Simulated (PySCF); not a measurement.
Molecule: C4H13AlSi, SMILES [CH2]([Al]([CH3])[CH3])[SiH2]C. Atoms near the plane z = 0.0 Å, at the GFN2-xTB optimised geometry (x, y, z in Å): Si1 (-1.4, -1.4, 0.0), C2 (-2.0, 0.4, 0.0), C3 (0.5, -1.4, 0.0), C5 (2.1, 1.6, 0.3), H9 (-3.0, 0.5, 0.1), H10 (-1.7, 0.9, -0.9), H11 (-1.5, 0.9, 0.8), H12 (0.8, -1.3, -1.0), H13 (0.8, -2.4, 0.3), H14 (1.5, 2.1, -0.5), H15 (3.0, 1.3, -0.2), H16 (2.4, 2.4, 1.0).

Computed with PySCF with CAM-B3LYP/def2-SVP. Cells within 0.4 Å of a nucleus heavier than hydrogen are left out (blank, or x). The values are rescaled to run from 0 to 1.

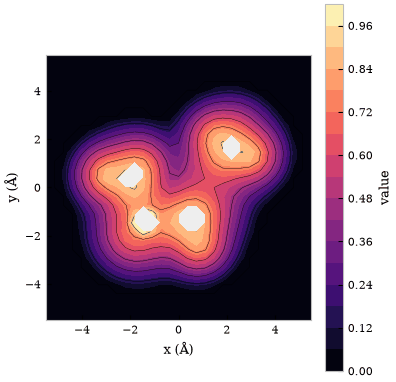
Figure. a field on the plane z = 0.0 Å.

Problem. Which quantity is mapped?
A) log10 of the electron density
B) electron localisation function
C) deformation density (molecule minus spherical neutral atoms)
D) electrostatic potential

Solution. A, log10 of the electron density. In full: log10 of the electron density (e/bohr³), floored at −4.
